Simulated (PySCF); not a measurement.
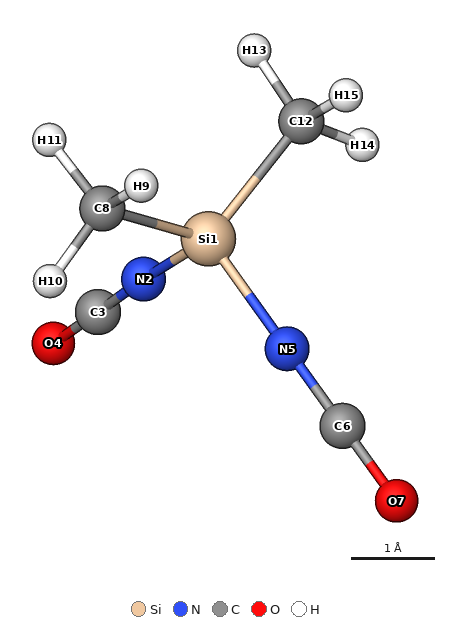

The structure as given in the input (ball-and-stick view, seen at a tilt; atoms are numbered from 1 in the order of the input). Bond lengths as drawn: C–H 1.10 Å, C–N 1.20 Å, C–O 1.17 Å, C–Si 1.86 Å and N–Si 1.73 Å.

## Two runs on C4H6N2O2Si

System: C4H6N2O2Si (Si(NCO)2Me2).
Method of run A: GIAO PBE0/pcSseg-1 NMR shielding, non-relativistic, gas phase (PySCF 2.14.0).

The geometry comes from this level: PBE0-D3(BJ)/def2-SVP. Text and figures count atoms from 1; the logs count them from 0 in places.

Input, run A:
```
{"job": {"kind": "nmr", "xc": "PBE0", "basis": "pcSseg-1"}, "charge": 0, "multiplicity": 1}
Si    -0.072743    -0.008747    -0.041986
N     -0.007020    -0.044429     1.682036
C      0.089958    -0.026037     2.874402
O      0.175079    -0.013033     4.039261
N      1.554007     0.085686    -0.609423
C      2.695822     0.120830    -0.964799
O      3.807750     0.157805    -1.320497
C     -0.985756     1.518061    -0.577870
H     -1.010438     1.591580    -1.675950
H     -0.493932     2.419721    -0.183042
H     -2.022390     1.500479    -0.207625
C     -0.824259    -1.595830    -0.647765
H     -1.852543    -1.709263    -0.271500
H     -0.233459    -2.457734    -0.303129
H     -0.852846    -1.615210    -1.748143
```

The first line tells a small driver script what to run in PySCF; the rest is the geometry in Å.

Command:
```bash
OMP_NUM_THREADS=1 python <driver script> task.json out
```

Hardware: 1 CPU thread, shared host.

Output (run A):
```
coarse grid: 13984 points
cycle   1  E = -704.6972995196  dE =  1.499e+00  |g| = 1.033e+00  |ddm| = 3.666e+00
cycle   2  E = -704.2356233000  dE =  4.617e-01  |g| = 1.906e+00  |ddm| = 1.617e+00
cycle   3  E = -704.8659644285  dE = -6.303e-01  |g| = 4.164e-01  |ddm| = 1.178e+00
cycle   4  E = -704.9009832563  dE = -3.502e-02  |g| = 1.013e-01  |ddm| = 2.927e-01
cycle   5  E = -704.9029730614  dE = -1.990e-03  |g| = 3.030e-02  |ddm| = 7.722e-02
cycle   6  E = -704.9031764870  dE = -2.034e-04  |g| = 4.744e-03  |ddm| = 2.301e-02
cycle   7  E = -704.9031810679  dE = -4.581e-06  |g| = 1.675e-03  |ddm| = 4.383e-03
final grid: 133392 points
cycle   8  E = -704.9736515898  dE =  1.603e-05  |g| = 1.762e-02  |ddm| = 2.226e-02
cycle   9  E = -704.9734211657  dE =  2.304e-04  |g| = 3.857e-02  |ddm| = 3.120e-02
cycle  10  E = -704.9737075688  dE = -2.864e-04  |g| = 4.195e-03  |ddm| = 2.306e-02
cycle  11  E = -704.9737115745  dE = -4.006e-06  |g| = 4.803e-04  |ddm| = 2.731e-03
cycle  12  E = -704.9737116086  dE = -3.408e-08  |g| = 1.713e-04  |ddm| = 3.056e-04
cycle  13  E = -704.9737116151  dE = -6.543e-09  |g| = 2.974e-05  |ddm| = 1.333e-04
cycle  14  E = -704.9737116153  dE = -2.024e-10  |g| = 1.010e-05  |ddm| = 2.996e-05
converged SCF energy = -704.9737116153

GIAO shielding tensors (ppm)
atom      isotropic    diamagn.    paramagn.     s11        s22        s33       span
  0 Si     382.856     880.408    -497.552    348.955    359.233    440.380     91.425
  1 N      214.176     330.337    -116.161    147.986    158.653    335.888    187.902
  2 C       59.007     261.552    -202.544    -48.686    -47.173    272.881    321.567
  3 O      193.694     399.967    -206.272    103.347    107.004    370.733    267.386
  4 N      214.154     330.355    -116.202    147.920    158.673    335.868    187.949
  5 C       59.050     261.592    -202.543    -48.620    -47.083    272.852    321.472
  6 O      193.802     399.985    -206.183    103.634    107.139    370.632    266.997
  7 C      181.922     256.077     -74.156    174.117    180.366    191.282     17.164
  8 H       31.024      30.051       0.973     27.038     28.430     37.604     10.567
  9 H       30.698      29.994       0.704     26.801     28.337     36.956     10.156
 10 H       31.026      30.040       0.987     27.062     28.427     37.589     10.528
 11 C      181.919     256.060     -74.141    174.145    180.354    191.258     17.112
 12 H       31.025      30.000       1.025     27.037     28.419     37.619     10.582
 13 H       30.698      29.950       0.748     26.801     28.339     36.955     10.154
 14 H       31.031      30.053       0.978     27.070     28.446     37.578     10.509
```

For run B the input was changed thus:
```diff
-"xc": "PBE0"
+"xc": "wB97X-D"
+"pop": false
```

How does run B compare with run A?

The total energies belong to different methods, so their difference says nothing on which is more stable or more accurate. The HOMO goes from −8.43 to −10.29 eV. The LUMO goes from 0.52 to 2.32 eV. Of all shieldings, the largest change is that of O4 and O7, by +4.3 ppm. The functional changes from PBE0 to wB97X-D. The number of SCF iterations is the same.

Output (run B):
```
coarse grid: 13984 points
cycle   1  E = -705.1180642851  dE =  1.635e+00  |g| = 1.065e+00  |ddm| = 3.578e+00
cycle   2  E = -704.9526872613  dE =  1.654e-01  |g| = 1.508e+00  |ddm| = 1.318e+00
cycle   3  E = -705.3306640137  dE = -3.780e-01  |g| = 2.206e-01  |ddm| = 8.035e-01
cycle   4  E = -705.3393003374  dE = -8.636e-03  |g| = 7.328e-02  |ddm| = 1.519e-01
cycle   5  E = -705.3403848909  dE = -1.085e-03  |g| = 1.589e-02  |ddm| = 5.411e-02
cycle   6  E = -705.3404385055  dE = -5.361e-05  |g| = 2.813e-03  |ddm| = 1.463e-02
cycle   7  E = -705.3404406956  dE = -2.190e-06  |g| = 6.658e-04  |ddm| = 3.952e-03
final grid: 133392 points
cycle   8  E = -705.4149957567  dE = -1.763e-04  |g| = 9.253e-03  |ddm| = 3.778e-02
cycle   9  E = -705.4149820352  dE =  1.372e-05  |g| = 1.258e-02  |ddm| = 1.174e-02
cycle  10  E = -705.4150128404  dE = -3.081e-05  |g| = 1.886e-03  |ddm| = 7.070e-03
cycle  11  E = -705.4150134147  dE = -5.743e-07  |g| = 7.349e-04  |ddm| = 1.284e-03
cycle  12  E = -705.4150135084  dE = -9.364e-08  |g| = 1.977e-04  |ddm| = 6.141e-04
cycle  13  E = -705.4150135163  dE = -7.943e-09  |g| = 3.026e-05  |ddm| = 1.692e-04
cycle  14  E = -705.4150135166  dE = -3.129e-10  |g| = 1.430e-05  |ddm| = 5.111e-05
converged SCF energy = -705.4150135166

GIAO shielding tensors (ppm)
atom      isotropic    diamagn.    paramagn.     s11        s22        s33       span
  0 Si     381.738     880.287    -498.549    347.688    358.097    439.429     91.741
  1 N      216.129     330.443    -114.314    150.034    160.314    338.039    188.005
  2 C       57.465     261.560    -204.096    -51.333    -49.825    273.552    324.885
  3 O      197.960     400.508    -202.548    108.143    111.496    374.240    266.097
  4 N      216.109     330.464    -114.355    149.977    160.324    338.027    188.050
  5 C       57.504     261.601    -204.097    -51.274    -49.739    273.525    324.798
  6 O      198.068     400.527    -202.459    108.427    111.628    374.150    265.723
  7 C      182.022     256.347     -74.325    174.629    180.597    190.839     16.210
  8 H       31.147      30.197       0.950     27.167     28.560     37.713     10.545
  9 H       30.827      30.150       0.677     26.927     28.484     37.069     10.142
 10 H       31.149      30.185       0.964     27.191     28.556     37.700     10.509
 11 C      182.013     256.329     -74.316    174.648    180.576    190.815     16.168
 12 H       31.148      30.146       1.002     27.167     28.549     37.728     10.561
 13 H       30.826      30.105       0.721     26.926     28.485     37.066     10.140
 14 H       31.153      30.199       0.954     27.199     28.574     37.688     10.489
```

The two runs side by side:

```tsv
quantity	run A	run B
outcome	converged	converged
total energy (hartree)	−704.973712	−705.415014
HOMO (eV)	−8.43	−10.29
LUMO (eV)	0.52	2.32
dipole moment (D)	3.45	3.47
shielding of Si1 (ppm)	382.9	381.7
shielding of N2 (ppm)	214.2	216.1
shielding of C3 (ppm)	59.0	57.5
shielding of O4 (ppm)	193.7	198.0
shielding of N5 (ppm)	214.2	216.1
shielding of C6 (ppm)	59.0	57.5
shielding of O7 (ppm)	193.8	198.1
SCF iterations	14	14
basis functions	190	190
wall time (shared host)	28 s	25 s
```
